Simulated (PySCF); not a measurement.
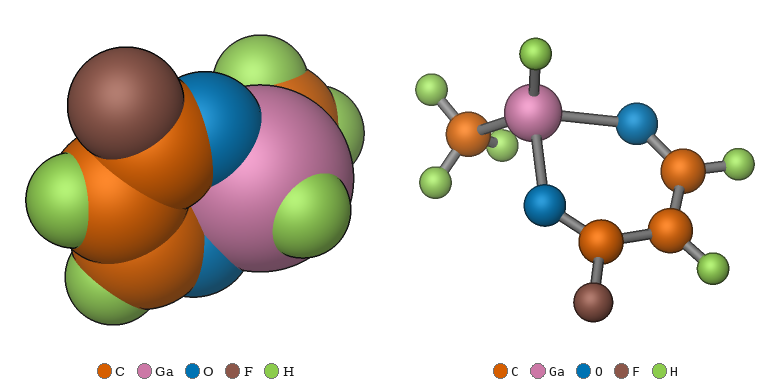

The same structure drawn twice, from different directions.

The geometry was computed by an optimisation with GFN2-xTB. No frequency run is at hand to confirm it as a minimum.

> What is the molecular formula?

C4H6FGaO2, 14 atoms: 4 carbon, 6 hydrogen, 1 fluorine, 1 gallium and 2 oxygen.

> How many bonds of each kind are drawn?

5 C–H, 2 Ga–O, 2 C–O, 2 C–C, 1 C–Ga, 1 C–F, 1 Ga–H.

> Write the SMILES.

[CH3][Ga@H-]1[O]C(F)=CC=[O+]1

> Give the symmetry (Schoenflies symbol).

C1.

The parts below concern this one geometry. Atoms keep their numbers from picture to picture.

**Spin–spin coupling**

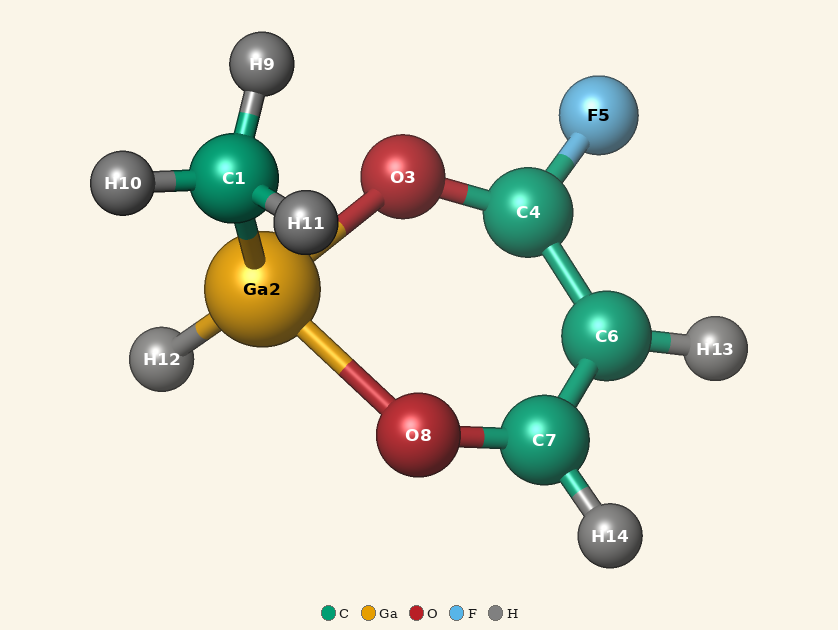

No frequency run is at hand to confirm it as a minimum. Properties computed with B3LYP/pcJ-1 (pcSseg-1 on Ga) indirect spin-spin coupling, non-relativistic, gas phase (PySCF 2.14.0). Isotopes: 13C, 19F, 1H, 17O.

Give the spin–spin coupling constants of these pairs, with the number of bonds between them: C4/F5, O3/F5, F5/C6, F5/H13.

```tsv
pair	bonds apart	J (Hz)
C4, F5	1	−370.9
O3, F5	2	15.9
F5, C6	2	39.6
F5, H13	3	−2.0
```

Density functionals are unreliable for couplings to fluorine, so those rows may be far off.

**Dipole moment**

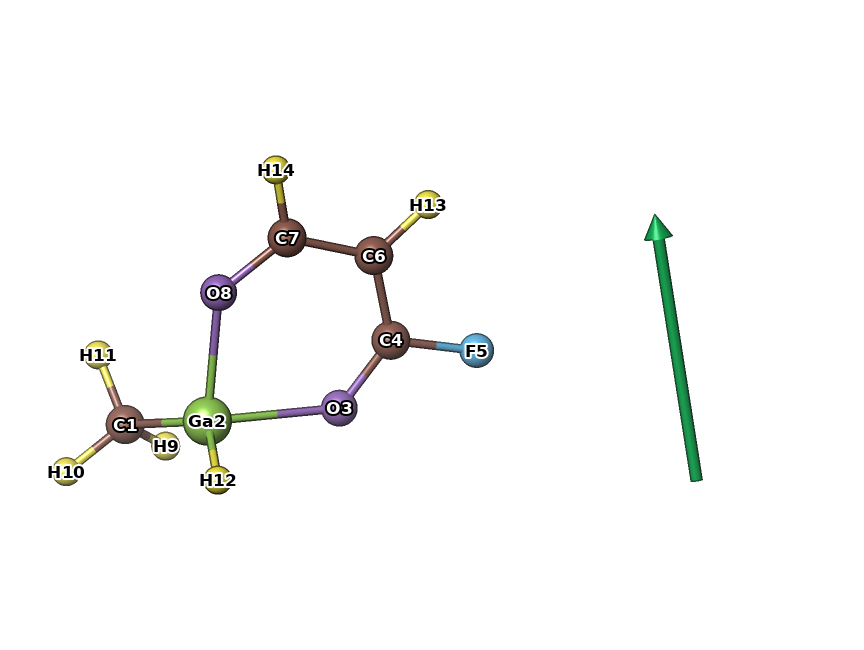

The arrow beside the molecule shows the direction of the dipole moment, from the negative to the positive end (its length means nothing). No frequency run is at hand to confirm it as a minimum. Level of theory: B3LYP/pcJ-1 (pcSseg-1 on Ga), gas phase (PySCF 2.14.0).

> How large is the dipole moment?

1.90 D; it points from the side of H9, H10, H12 to the side of H14 (the outermost atoms at the two ends).

**Quadrupole coupling**

No frequency run is at hand to confirm it as a minimum. Electric field gradients from the ground-state density, B3LYP/pcJ-1 (pcSseg-1 on Ga) (PySCF 2.14.0), non-relativistic apart from any core potentials.

Give the largest field-gradient component, the quadrupole coupling constant and the asymmetry for 69Ga at Ga2 (Q = 171 mb), 17O at O3 (Q = −25.6 mb), 17O at O8 (Q = −25.6 mb), 2H at H9 (Q = 2.86 mb), 2H at H10 (Q = 2.86 mb).

```csv
atom,V_zz (a.u.),e²qQ/h (MHz),η
Ga2,−2.687,−108.0,0.68
O3,−1.126,6.77,1.00
O8,−1.306,7.86,0.84
H9,0.303,0.203,0.02
H10,0.307,0.206,0.02
```

The geometry is semi-empirical. Around Ga such bond lengths and angles can be off by a tenth of an ångström or more and by several degrees, and values that hang on the shape move with them.
